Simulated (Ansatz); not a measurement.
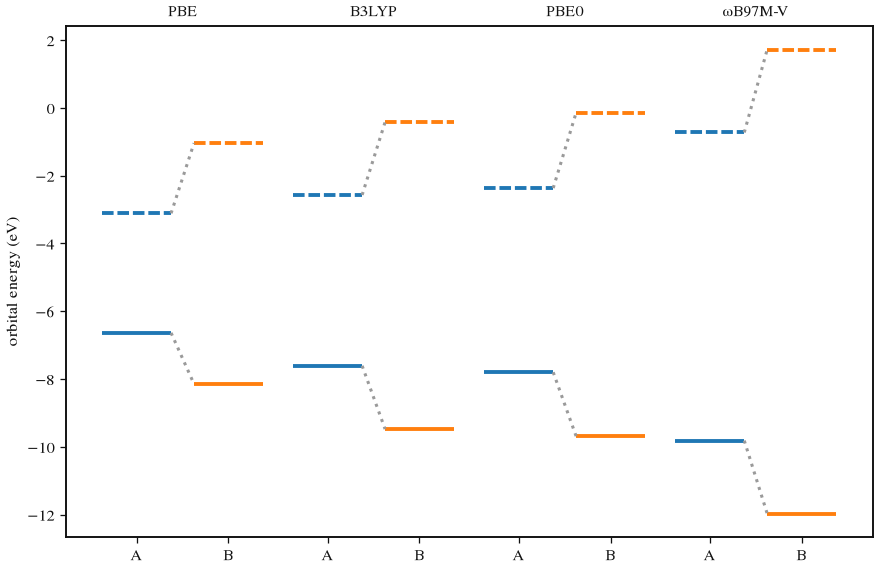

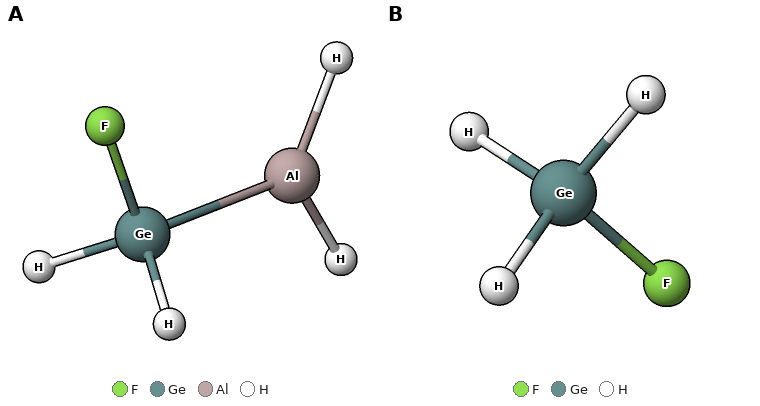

One change: A, AlGeH₄F (SMILES [F][GeH2][AlH2]), becomes B, GeH₃F (SMILES [F][GeH3]). AlH₂ on Ge is replaced by H. HOMO (solid) and LUMO (dashed) computed in def2-TZVPP at PBE0-D4/def2-TZVP geometries, both minima by their frequencies, gas phase, the Ansatz code. Empty levels above zero depend strongly on the basis.

> What does the change do to HOMO and LUMO?

PBE: the HOMO falls by 1.51 eV, the LUMO rises by 2.07 eV, and the separation goes from 3.53 to 7.10 eV. B3LYP: the HOMO falls by 1.87 eV, the LUMO rises by 2.15 eV, and the separation goes from 5.04 to 9.05 eV. PBE0: the HOMO falls by 1.89 eV, the LUMO rises by 2.23 eV, and the separation goes from 5.43 to 9.55 eV. ωB97M-V: the HOMO falls by 2.15 eV, the LUMO rises by 2.45 eV, and the separation goes from 9.09 to 13.69 eV.

> Do the functionals agree on the effect?

They agree on the direction for both levels; the HOMO shift lies between −2.15 and −1.51 eV and the LUMO shift between 2.07 and 2.45 eV, while the separations themselves differ by up to 6.6 eV between functionals.
